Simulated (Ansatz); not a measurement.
# B2W: response to strain

Aim: deform B2W (equal xx and yy strain of +2 %) and compute stress, forces and field gradients with LAPW, PAW and all-electron datasets made for the crystal.

Method: DFT LDA, scalar-relativistic, in Ansatz 0.2.0.

## 1. The system as given

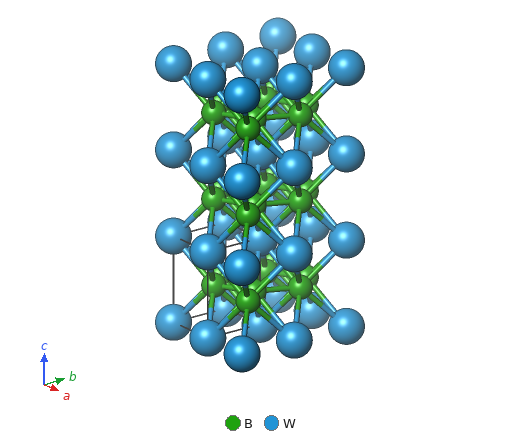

The starting structure, seen slightly off an axis (boron green, tungsten blue). 2×2×3 cells are drawn. Atoms on the faces are drawn again on the opposite ones.

Structure file:

```cif
data_structure
_symmetry_space_group_name_H-M 'P6/mmm'
_symmetry_Int_Tables_number 191
_cell_length_a 3.0200
_cell_length_b 3.0200
_cell_length_c 3.0500
_cell_angle_alpha 90.000
_cell_angle_beta 90.000
_cell_angle_gamma 120.000
_cell_volume 24.09
loop_
_atom_site_label
_atom_site_type_symbol
_atom_site_symmetry_multiplicity
_atom_site_Wyckoff_symbol
_atom_site_fract_x
_atom_site_fract_y
_atom_site_fract_z
_atom_site_occupancy
B1 B 2 d 0.33333 0.66667 0.50000 1
W1 W 1 a 0.00000 0.00000 0.00000 1
```

The file gives the conventional cell by its symmetry; the runs use the cell typed in the input.

Atoms are numbered in the order of the input: B1, B2, W3.

## 2. The deformed structure

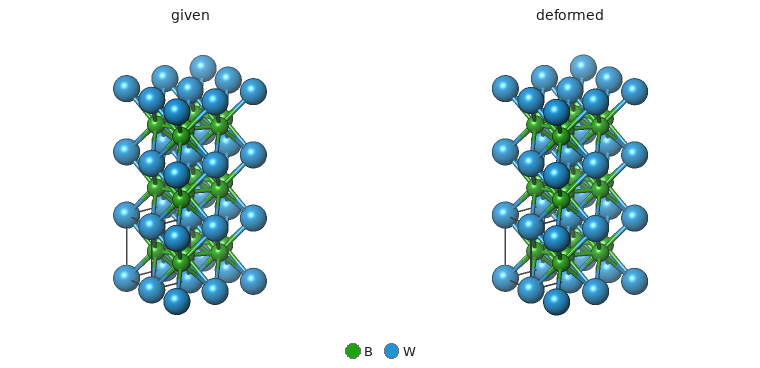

Given and deformed, at one scale.

Space group P6/mmm before, P6/mmm after.

## 3. All-electron LAPW

input.yaml reads:

```yaml
crystal:
  lattice:
    - [3.0804014489, 0.0, 0.0]
    - [-1.5402007245, 2.6677059086, 0.0]
    - [0.0, 0.0, 3.05]
  atoms:
    - { symbol: B, position: [0.3333333333, 0.6666666667, 0.5] }
    - { symbol: B, position: [0.6666666667, 0.3333333333, 0.5] }
    - { symbol: W, position: [0.0, 0.0, 0.0] }
kpoints:
  mp_grid: { grid: [14, 14, 12] }
  band_path:
    path:
      - [0.0, 0.0, 0.0]
      - [0.5, 0.0, 0.0]
      - [0.3333333333, 0.3333333333, 0.0]
      - [0.0, 0.0, 0.0]
      - [0.0, 0.0, 0.5]
      - [0.5, 0.0, 0.5]
      - [0.3333333333, 0.3333333333, 0.5]
      - [0.0, 0.0, 0.5]
      - [0.5, 0.0, 0.5]
    npoints: 5
scf:
  occupations: { method: fermi_dirac, width: 0.05 }
hamiltonian:
  xc: lda
  pseudopotentials: { kind: all_electron, lapw: { basis_error: 0.0005 } }
output:
  forces: true
  stress: true
  eigenvalues: true
```

The run is started by

```
ansatz run input.yaml --threads 1 --pin off --max-ram 4096MiB --backend cpu --events-out ev --progress --plain --runs-dir out
```

What it wrote, shortened:

```text
LAPW: plane waves up to 9.380 Å⁻¹, error target 5.0e-4 eV per atom; small_component_spin mean_spin; B in spheres of 0.889 Å, 5 of its electrons in bands, Dirac shells []; W in spheres of 1.330 Å, 44 of its electrons in bands, Dirac shells []
[...]
Pseudopotentials: kind: all_electron
Pseudopotential: B, LAPW, valence charge 5, Koelling and Harmon's equation, gaussian nucleus
Pseudopotential: W, LAPW, valence charge 44, Koelling and Harmon's equation, gaussian nucleus
Functional definition: SPW92
[...]
Crystal: 3 atoms, lattice volume = 25.064 Å³
Basis set: ecut = 335.2526551970602 eV, 339 PW (Γ), exchange–correlation at level 2
Bands: 33, of which v1, the nominal top of the filled ones, is band 27 counted from 1 (26 counted from 0)
Symmetry: 24 space group operations
Space group: P6/mmm (ITA 191), of the structure as read, at distance tolerance 2.9e-5 Å
k-points: 168 of 2352
[...]
SCF iter   1: F=—  HF=-440289.466708 eV  |F-HF|=—  |Δ(HF+E_count)|=         —  Δρ=9.92e-2  dr2=4.15e0  ethr=7.69e-3  ⟨swp⟩=2.0  Hψ=35671  notcnv=0
[...]
the basis was enlarged: its passes take 67.0 KiB over the memory plan, 1 of 1 planned eigensolver slots
[...]
SCF iter   8: F=-440287.889059 eV  HF=-440287.889059 eV  |F-HF|=1.38e-8  |Δ(HF+E_count)|=   4.07e-9  Δρ=7.95e-6  dr2=1.24e-8  ethr=1.65e-10  ⟨swp⟩=3.0  Hψ=16210  notcnv=0
[...]
NSCF: frozen V_eff on 41 k-points
SCF converged after 8 iterations
Free energy (F): -440287.889059 eV
[...]
E sigma→0 (E₀):  -440287.883228 eV
Entropy (-TS):   -0.011661 eV (-3.887 meV/atom)
Fermi energy:    25.975071 eV
[...]
--- Forces (eV/Å), atoms counted from 1 ---
  atom   1  B     -0.00000000     0.00000000     0.00000000
  atom   2  B      0.00000000    -0.00000000     0.00000000
  atom   3  W      0.00000000     0.00000000     0.00000000
[...]
--- Stress (GPa, compression-positive) ---
       -1.472715      -0.000000      -0.000000
       -0.000000      -1.472715      -0.000000
       -0.000000      -0.000000      20.099529
  P = ⅓ Tr σ = 5.7180 GPa (57.180 kbar)
--- Band table (eV; the first three rows and the last of 168) ---
[...]
```

It took 35 s on 1 thread of AMD EPYC 7R43 (Zen 3), shared host; peak memory 0.69 GiB.

In short: pressure 5.72 GPa; no gap.

## 4. Frozen-core PAW

input.yaml reads:

```yaml
crystal:
  lattice:
    - [3.0804014489, 0.0, 0.0]
    - [-1.5402007245, 2.6677059086, 0.0]
    - [0.0, 0.0, 3.05]
  atoms:
    - { symbol: B, position: [0.3333333333, 0.6666666667, 0.5] }
    - { symbol: B, position: [0.6666666667, 0.3333333333, 0.5] }
    - { symbol: W, position: [0.0, 0.0, 0.0] }
kpoints:
  mp_grid: { grid: [14, 14, 12] }
scf:
  occupations: { method: fermi_dirac, width: 0.05 }
hamiltonian:
  xc: lda
  pseudopotentials: { kind: paw }
output:
  forces: true
  stress: true
  eigenvalues: true
  efg: { contact_densities: true }
```

The run is started by

```
ansatz run input.yaml --threads 1 --pin off --max-ram 4096MiB --backend cpu --events-out ev --progress --plain --runs-dir out
```

What it wrote, shortened:

```text
W: output.efg is read without spin–orbit coupling, which moves field gradients at and beside such atoms by some per cent and up to a factor of two; PAW files take it under magnetization.noncollinear and magnetization.spin_orbit
[...]
Pseudopotentials: kind: paw
Pseudopotential: B, paw, valence charge 3, recommended cutoff 420 eV (normal)
Pseudopotential: W, paw, valence charge 14, recommended cutoff 420 eV (normal)
[... 1 set-up line as earlier in the session ...]
[...]
Crystal: 3 atoms, lattice volume = 25.064 Å³
Basis set: ecut = 420 eV, 491 PW (Γ)
Bands: 14, of which v1, the nominal top of the filled ones, is band 10 counted from 1 (9 counted from 0)
[... 2 set-up lines as earlier in the session ...]
k-points: 168 of 2352
[...]
--- Stress (GPa, compression-positive) ---
       -1.350422      -0.000000      -0.000000
       -0.000000      -1.350422      -0.000000
       -0.000000      -0.000000      20.260513
  P = ⅓ Tr σ = 5.8532 GPa (58.532 kbar)
--- PAW observables at the nuclei: V_zz in 10²¹ V/m², potentials from the cell's mean, atoms counted from 1 ---
  atom   1  B  V_zz =    +0.032253   η = 0.0000   by run symmetry: allowed
            electrostatic potential = -340.355867 V   contact ρ = 474.904439 e/Å³
  atom   2  B  V_zz =    +0.032253   η = 0.0000   by run symmetry: allowed
            electrostatic potential = -340.355867 V   contact ρ = 474.904439 e/Å³
  atom   3  W  V_zz =    +1.365246   η = 0.0000   by run symmetry: allowed
            electrostatic potential = -14817.958603 V   contact ρ = 8788568.375753 e/Å³
--- Band table (eV; the first three rows and the last of 168) ---
  k-point 0: bands = ["-53.4161", "-17.7384", "-17.5388", "-17.5388", "5.3946", "15.4739", "15.4739", "15.7888", "18.2738", "21.9851", "21.9851", "24.9459", "24.9459", "25.0086"]
[...]
```

Run time: 4.4 s. Hardware: 1 thread of AMD EPYC 7R43 (Zen 3), shared host; peak memory 0.46 GiB.

Result: pressure 5.85 GPa; no gap; Vzz B1 0.03 (η = 0.00), W3 1.37 (η = 0.00) (10²¹ V/m²).

## 5. All-electron PAW on datasets made for the crystal

input.yaml: that of step 4 with these lines changed.

```diff
@@ -15,3 +15,3 @@
   xc: lda
-  pseudopotentials: { kind: paw }
+  pseudopotentials: { kind: all_electron, datasets: crystal }
 output:
```

The run is started by

```
ansatz run input.yaml --threads 1 --pin off --max-ram 4096MiB --backend cpu --events-out ev --progress --plain --runs-dir out
```

What it wrote:

```text
hamiltonian.pseudopotentials.datasets: crystal makes datasets for this crystal and solves the spheres of its atoms anew in each pass: cutoff 380.0 eV, the density's 1520.0 eV; for an error of 0.50 meV an atom under PBE, 1.5 meV for the cell; an energy difference from a run of another recipe may be off by several times the error for the cell, under r2SCAN by more, where some 0.1 meV an atom stays at smaller errors; B in spheres of 0.889 Å, 3 of its electrons in bands; W in spheres of 1.376 Å, 6 of its electrons in bands, 22 on its site; only band paths and densities of states list, in semicore columns, the levels of the semicore shells that are solved separately: 4f of W, 5s of W, 5p of W
W: output.efg is read without spin–orbit coupling, which moves field gradients at and beside such atoms by some per cent and up to a factor of two; PAW files take it under magnetization.noncollinear and magnetization.spin_orbit
Engine: ansatz 0.2.0
[... 1 set-up line as earlier in the session ...]
Pseudopotential: B, paw, valence charge 3, recommended cutoff 380 eV (normal), Koelling and Harmon's equation, gaussian nucleus
Pseudopotential: W, paw, valence charge 28, recommended cutoff 380 eV (normal), Koelling and Harmon's equation, gaussian nucleus
[... 1 set-up line as earlier in the session ...]
  exchange = slater_x
  correlation = pw_c
Crystal: 3 atoms, lattice volume = 25.064 Å³
Basis set: ecut = 380 eV, 405 PW (Γ)
Bands: 10, of which v1, the nominal top of the filled ones, is band 6 counted from 1 (5 counted from 0)
[... 2 set-up lines as earlier in the session ...]
k-points: 168 of 2352
Non-local potential: B, projectors of the file, l = 0: 1, l = 1: 1
Non-local potential: W, projectors of the file, l = 0: 1, l = 1: 1, l = 2: 2
PAW form: soft (Blöchl's): semilocal exchange-correlation on the pseudo side does not see the compensation charge
PAW one-centre angular grid: B, 110 points (default); XC on its mesh's 1937 points in the sphere
PAW one-centre angular grid: W, 590 points (default); XC on its mesh's 1823 points in the sphere
Initial density: superposition of atomic densities (neutral atoms: chi_scale 0, normalization atom)
Initial wavefunctions: pseudopotential atomic-orbital guess
Functional: x = slater, c = lda
iter 1 solved again at ethr=8.82e-2 eV; its pass at ethr=1.00e-1 eV (dr2=1.06e1 eV) is discarded
SCF iter   1: F=—  HF=-440290.884901 eV  |F-HF|=—  |Δ(HF+E_count)|=         —  Δρ=1.65e-1  dr2=1.21e1  ethr=8.82e-2  ⟨swp⟩=2.0  Hψ=10129  notcnv=0
preconditioner: auto → none  [metal: Δε(μ)=0.035 eV  Ē_g=11.012 eV  σ=0.050 eV  W_gap=0.17  n_scr=8 (ndim 8)  ℏωp=25.7 eV  f_vac=0.000  D(μ)=0.85/eV (n_scr^D=8)  sad-step TF]
SCF iter   2: F=—  HF=-440288.320345 eV  |F-HF|=—  |Δ(HF+E_count)|=    2.56e0  Δρ=7.00e-2  dr2=2.17e0  ethr=8.82e-2  ⟨swp⟩=2.0  Hψ=3363  notcnv=0  defer=2
SCF iter   3: F=—  HF=-440288.034432 eV  |F-HF|=—  |Δ(HF+E_count)|=   2.86e-1  Δρ=3.70e-2  dr2=5.87e-1  ethr=1.80e-2  ⟨swp⟩=3.7  Hψ=5125  notcnv=0  defer=6
iter 4 solved again at ethr=2.09e-4 eV; its pass at ethr=4.89e-3 eV (dr2=2.50e-2 eV) is discarded
SCF iter   4: F=—  HF=-440287.898094 eV  |F-HF|=—  |Δ(HF+E_count)|=   1.36e-1  Δρ=8.39e-3  dr2=3.08e-2  ethr=2.09e-4  ⟨swp⟩=3.2  Hψ=9097  notcnv=0  defer=17
eigensolver tolerance schedule calibrated: the retry pair's looser diagonalisation under-reported the residual by θ = 0.19 (0.14/decade); ethr = c·dr2/N_el runs at the constant in force after the calibration composes with the one it found (an armed cap, an earlier calibration), c = 5.4e-2
SCF iter   5: F=—  HF=-440287.890114 eV  |F-HF|=—  |Δ(HF+E_count)|=   7.98e-3  Δρ=4.09e-3  dr2=6.75e-3  ethr=1.39e-4  ⟨swp⟩=2.3  Hψ=3392  notcnv=0  defer=27
SCF iter   6: F=—  HF=-440287.889538 eV  |F-HF|=—  |Δ(HF+E_count)|=   5.76e-4  Δρ=1.26e-3  dr2=4.41e-4  ethr=3.05e-5  ⟨swp⟩=3.2  Hψ=3819  notcnv=0  defer=10
SCF iter   7: F=—  HF=-440287.889406 eV  |F-HF|=—  |Δ(HF+E_count)|=   1.32e-4  Δρ=5.03e-4  dr2=9.58e-5  ethr=1.99e-6  ⟨swp⟩=3.2  Hψ=5001  notcnv=0  defer=4
SCF iter   8: F=—  HF=-440287.889380 eV  |F-HF|=—  |Δ(HF+E_count)|=   2.64e-5  Δρ=2.11e-4  dr2=1.80e-5  ethr=4.32e-7  ⟨swp⟩=2.2  Hψ=2793  notcnv=0  defer=1
SCF iter   9: F=—  HF=-440287.889375 eV  |F-HF|=—  |Δ(HF+E_count)|=   4.29e-6  Δρ=3.41e-5  dr2=4.24e-7  ethr=8.14e-8  ⟨swp⟩=3.4  Hψ=3778  notcnv=0  defer=1
SCF iter  10: F=—  HF=-440287.889375 eV  |F-HF|=—  |Δ(HF+E_count)|=   8.17e-8  Δρ=2.00e-5  dr2=1.71e-7  ethr=1.91e-9  ⟨swp⟩=3.0  Hψ=3147  notcnv=0  defer=1
SCF iter  11: F=-440287.889375 eV  HF=-440287.889375 eV  |F-HF|=3.14e-9  |Δ(HF+E_count)|=   4.23e-8  Δρ=2.93e-6  dr2=3.78e-9  ethr=7.70e-10  ⟨swp⟩=3.0  Hψ=3193  notcnv=0  defer=1
SCF 1 converged in 11 iterations: F = -440287.889377 eV  dr2 = 3.78e-9
  Residual-converged pass: ⟨swp⟩=4.2  Hψ=4400  notcnv=0  max |occ|·‖R‖ = 6.4e-6 eV (tolerance 6.5e-6 eV)  dr2=2.69e-9  dr2_onsite=7.33e-10  max |Δocc| = 4.2e-9
SCF converged after 11 iterations
Free energy (F): -440287.889377 eV
Harris-Foulkes:  -440287.889377 eV  (|F-HF|=3.14e-9)
Internal energy: -440287.877717 eV  (E = F + TS)
E sigma→0 (E₀):  -440287.883547 eV
Entropy (-TS):   -0.011660 eV (-3.887 meV/atom)
Past the cutoff: the bands carry plane waves up to 1.75 times it, of which those up to 1.5 times it add -0.000170 eV an atom, each by itself; the spheres take 0.000079 eV an atom off the energy for waves past 1.75 times it
By the cutoff:   a pressure is off by up to 0.006 GPa (1.2 times the spheres' own share and the shells' term, over an atom's volume, and 0.004 GPa: a bound that held against runs at twice the plane waves)
Past the cutoffs: a stress includes 0.0035 GPa for waves and charges beyond them, in addition to the slope of what the spheres take
In the spheres:  the bands' charges fall short by 9.9e-7 e at most (sound up to 1e-3), those of shells solved beside the bands by 3.5e-7 e (sound up to 5e-4)
Fermi energy:    25.975047 eV
--- Per-component energies (eV) ---
  The terms above E_closure are by the made datasets' own strengths, without shells solved beside the bands.
--- Forces (eV/Å), atoms counted from 1 ---
  atom   1  B     -0.00000000    -0.00000000     0.00000000
  atom   2  B      0.00000000     0.00000000     0.00000000
  atom   3  W     -0.00000000    -0.00000000     0.00000000
  max |Σ_I F_I| component: 3.70e-17 eV/Å
--- Stress (GPa, compression-positive) ---
       -1.470511      -0.000000      -0.000000
       -0.000000      -1.470511      -0.000000
       -0.000000      -0.000000      20.101259
  P = ⅓ Tr σ = 5.7201 GPa (57.201 kbar)
  It holds what live shells' own plane waves past their cutoff add
--- PAW observables at the nuclei: V_zz in 10²¹ V/m², potentials from the cell's mean, atoms counted from 1 ---
  atom   1  B  V_zz =    +0.061948   η = 0.0000   by run symmetry: allowed
            electrostatic potential = -338.343619 V   contact ρ = 474.932887 e/Å³
  atom   2  B  V_zz =    +0.061948   η = 0.0000   by run symmetry: allowed
            electrostatic potential = -338.343619 V   contact ρ = 474.932887 e/Å³
  atom   3  W  V_zz =    +1.974703   η = 0.0000   by run symmetry: allowed
            electrostatic potential = -14811.691260 V   contact ρ = 8783932.145033 e/Å³
--- Band table (eV; the first three rows and the last of 168) ---
  k-point 0: bands = ["9.7124", "19.7885", "19.7885", "20.1059", "22.5912", "26.3002", "26.3002", "29.2597", "29.2597", "29.3215"]
  k-point 1: bands = ["9.8542", "19.7760", "19.8872", "19.8872", "22.8313", "25.6422", "25.6422", "28.9795", "28.9795", "29.3501"]
  k-point 2: bands = ["10.2663", "18.9462", "20.1821", "20.1821", "23.4669", "24.5484", "24.5484", "28.0877", "28.0877", "29.2943"]
  k-point 167: bands = ["14.1905", "14.8374", "18.8239", "19.7538", "20.0954", "27.6243", "29.5362", "29.9427", "30.2498", "31.0080"]
  guard bands above this table: 0 of the run's 10 bands, where the rule asks 2: the bands that hold charge and the lowest empty level above them stay in the table. A level can be missing at the table's top as with no guard band: raise scf.n_extra_bands
```

Wall time 37 s (1 thread of AMD EPYC 7R43 (Zen 3), shared host); peak memory 1.1 GiB.

Result: pressure 5.72 GPa; no gap; Vzz B1 0.06 (η = 0.00), W3 1.97 (η = 0.00) (10²¹ V/m²).

## 6. Side by side

Stress (GPa, compression positive):

| method | xx | yy | zz | yz | xz | xy |
| --- | --- | --- | --- | --- | --- | --- |
| LAPW | -1.47 | -1.47 | 20.10 | 0.00 | 0.00 | 0.00 |
| PAW | -1.35 | -1.35 | 20.26 | 0.00 | 0.00 | 0.00 |
| crystal datasets | -1.47 | -1.47 | 20.10 | 0.00 | 0.00 | 0.00 |

| method | pressure (GPa) | Vzz B1 (10²¹ V/m²) | Vzz W3 (10²¹ V/m²) | SCF cycles, by the record's count |
| --- | --- | --- | --- | --- |
| LAPW | 5.72 | – | – | 8 |
| PAW | 5.85 | 0.03 | 1.37 | 6 |
| crystal datasets | 5.72 | 0.06 | 1.97 | 11 |

## 7. Results

| quantity | value |
| --- | --- |
| pressure | LAPW 5.72, PAW 5.85, crystal datasets 5.72 GPa |
| largest shear or deviatoric stress (LAPW) | 14.38 GPa |

What this shows: The largest part of the stress beyond the pressure is 14.38 GPa in size, in the zz component; the atoms are carried along and not relaxed. No run of the undeformed cell stands beside it, so pressure and stress hold what the given cell had before the change, as far as its symmetry allows. PAW: stress within 0.17 GPa of LAPW. Crystal datasets: stress within 0.01 GPa of LAPW. Spin-orbit coupling is left out, though the cell holds W; in elements this heavy it can shift bands and gaps by tenths of an eV.
